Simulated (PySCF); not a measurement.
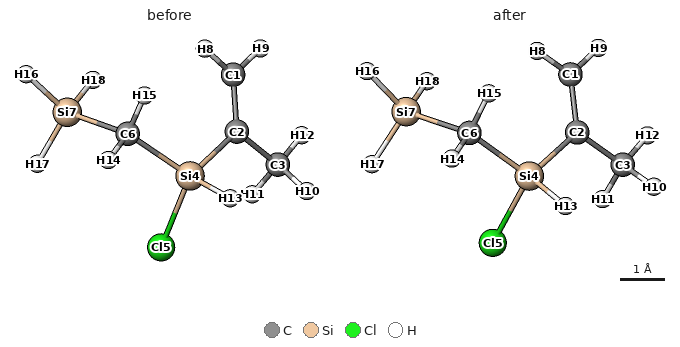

The structure of C₄H₁₁ClSi₂ before (left) and after (right) a relaxation, at one scale.

The picture is a ball-and-stick view, seen at a tilt.

The start comes from GFN2-xTB. Its atoms were then displaced at random by about 0.01 Å.

Computed with PySCF, PBE0-D3(BJ)/def2-SVP geometry optimisation, gas phase. 

### Describe what moved and what it gained.

The largest move after the best rigid fit is that of Cl5, 0.34 Å. By element the largest moves are Cl 0.34 Å, H 0.29 Å, C 0.14 Å, Si 0.11 Å. Near-neighbour distances that change, for instance: Si4–Cl5 2.030 → 2.091 Å, Si7–H17 1.449 → 1.491 Å, C2–Si4 1.914 → 1.872 Å, Si7–H16 1.463 → 1.496 Å. Among the angles between lasting bonds that change: C2–Si4–H13 106.6° → 109.9°, H10–C3–H12 111.1° → 108.2°, C2–C1–H8 124.9° → 122.6°. Over 10 geometry steps the energy falls by 0.195 eV.
